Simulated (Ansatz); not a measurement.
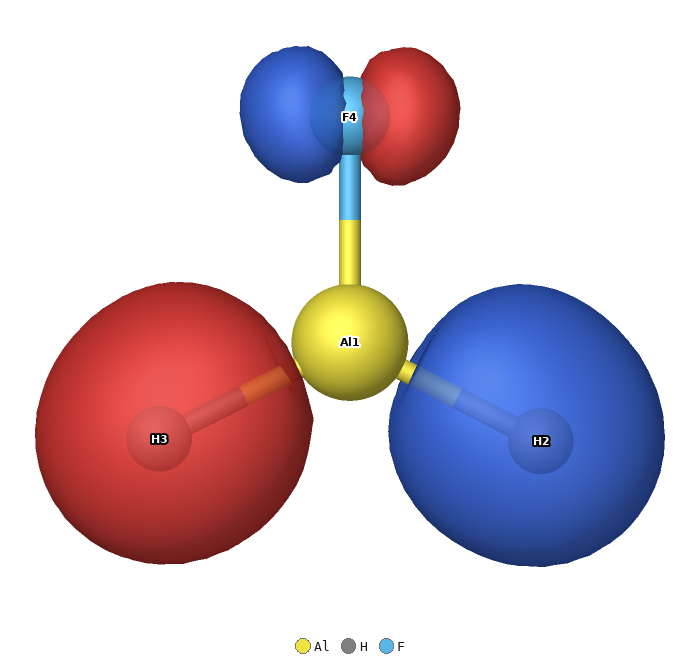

Figure 1: AlFH2. One frontier orbital at ±0.15 Å⁻³ᐟ² (red and blue are the two phases), seen across its widest extent.

Computed with RKS r2SCAN-D4/def2-mTZVP (Ansatz 0.2.0).

Which orbital is it: HOMO or LUMO?

Answer. The HOMO, at −7.85 eV. It lies mainly on Al1 (about 30 %), H2 (about 30 %), H3 (about 30 %) and F4 (about 10 %); it is symmetric in the molecular plane (an in-plane orbital: σ, lone-pair or in-plane π type).
